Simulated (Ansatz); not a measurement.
The starting structures come from a database of crystals and need not be the phases stable at ambient conditions.

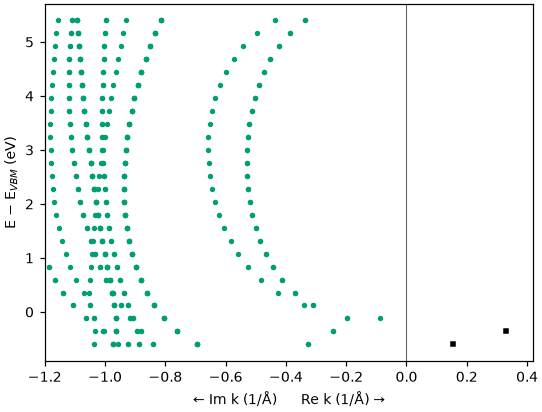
Fig. 1. Complex bands at the centre of the two-dimensional zone; r2SCAN run with Ansatz (a program for electronic structure)

The gap is the functional's own. No spin-orbit coupling. Mid-gap values are interpolated on the energy grid.

**Question.** This is TlAsF6 (R-3, not sure to be the ambient phase, 8 atoms a cell, 16.2 Å³ an atom, -4 GPa at this level) along the normal of (001). Read off the slowest decay at the centre of the two-dimensional zone at 2.52 eV, the computed energy nearest the middle of the gap.

**Answer.** κ ≈ 0.53 1/Å, a decay length 1/(2κ) of the density of 0.94 Å.
